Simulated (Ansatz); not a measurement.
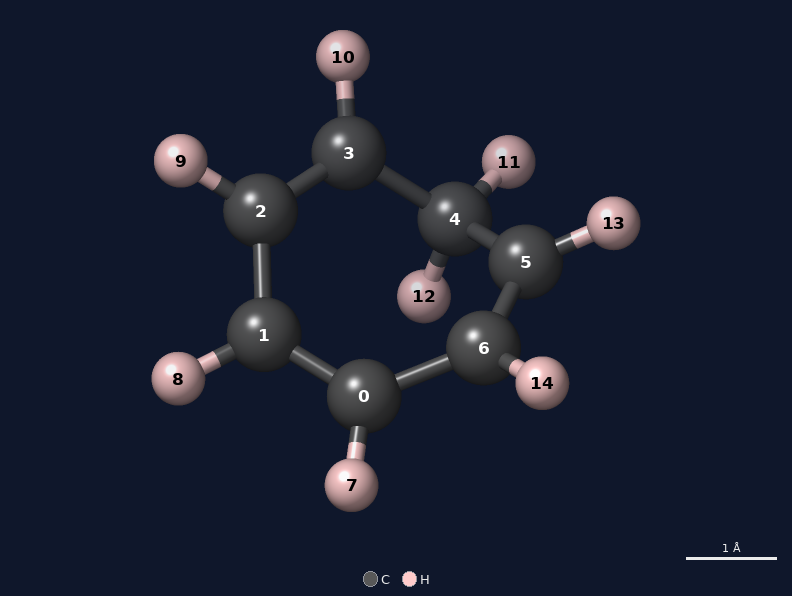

Starting geometry of the run. Atoms are numbered from 0, in the order of the input.

Ansatz 0.2.0 input:

```yaml
crystal:
  periodic: [false, false, false]
  atoms:
    - {symbol: C, position_ang: [-0.835197, -0.078972, 1.392545]}
    - {symbol: C, position_ang: [0.472553, -0.428561, 1.495373]}
    - {symbol: C, position_ang: [1.333742, -0.768469, 0.397361]}
    - {symbol: C, position_ang: [1.245584, -0.250035, -0.838597]}
    - {symbol: C, position_ang: [0.327974, 0.892107, -1.137989]}
    - {symbol: C, position_ang: [-1.067834, 0.368684, -1.020454]}
    - {symbol: C, position_ang: [-1.580755, 0.010867, 0.168265]}
    - {symbol: H, position_ang: [-1.400966, 0.003716, 2.316422]}
    - {symbol: H, position_ang: [0.863107, -0.601104, 2.494463]}
    - {symbol: H, position_ang: [2.094284, -1.520155, 0.591487]}
    - {symbol: H, position_ang: [1.859865, -0.655013, -1.636927]}
    - {symbol: H, position_ang: [0.516286, 1.304881, -2.128944]}
    - {symbol: H, position_ang: [0.482423, 1.687257, -0.397904]}
    - {symbol: H, position_ang: [-1.678178, 0.291339, -1.914985]}
    - {symbol: H, position_ang: [-2.632888, -0.256532, 0.219875]}
basis:
  gaussian: {orbitals: def2-TZVPP}
hamiltonian: {xc: {name: PBE-QIDH}}
```

It was started with:

```sh
ansatz run in.yaml --threads 2 --pin off --events-out ev --progress --plain --max-ram 32768MiB --backend cuda --devices 0, --max-vram 18GiB
```

What the program printed:

```
Functional definition: PBE-QIDH
  name "PBE-QIDH"
  cite "Brémond, Sancho-García, Pérez-Jiménez & Adamo, J. Chem. Phys. 141, 031101 (2014) doi:10.1063/1.4890314"
  cite "Perdew, Burke & Ernzerhof, Phys. Rev. Lett. 77, 3865 (1996) doi:10.1103/PhysRevLett.77.3865"
  parameter a = 3^(-1/3)
  parameter c = 1/3
  exchange = (1 - a)*pbe_x + a*exact_x
  correlation = (1 - c)*pbe_c + c*(mp2_os + mp2_ss)
1960 factors; integrals over basis functions are off by at most 1.1e-3 eV
mean field evaluation 1: about -7363.1570 eV, gradient 4.7e1 eV
mean field evaluation 2: about -7363.4456 eV, gradient 4.7e1 eV
mean field evaluation 4: about -7368.9235 eV, gradient 4.2e0 eV
mean field evaluation 8: about -7368.9779 eV, gradient 2.2e-1 eV
mean field evaluation 16: about -7368.9782 eV, gradient 2.2e-4 eV
mean field -7368.97823852 eV, -270.8049553928 hartree, gradient 9.0e-6 eV, S^2 0.000000; 0 other end points of the search recorded, 0 dependent functions left out
7 core orbitals not correlated: weight in the atoms' cores, before any rotation towards them, 1.000 or more for the frozen orbitals, at most 0.000 for the correlated occupied ones
reference -7368.97825165 eV, -270.8049558753 hartree; 18, 18 occupied and 304, 304 virtual orbitals, 1960 factors
second order -34.63085580 eV of doubles, -0.00000000 eV of singles
Total energy: -7380.52187025 eV, -271.2291760344 hartree
```
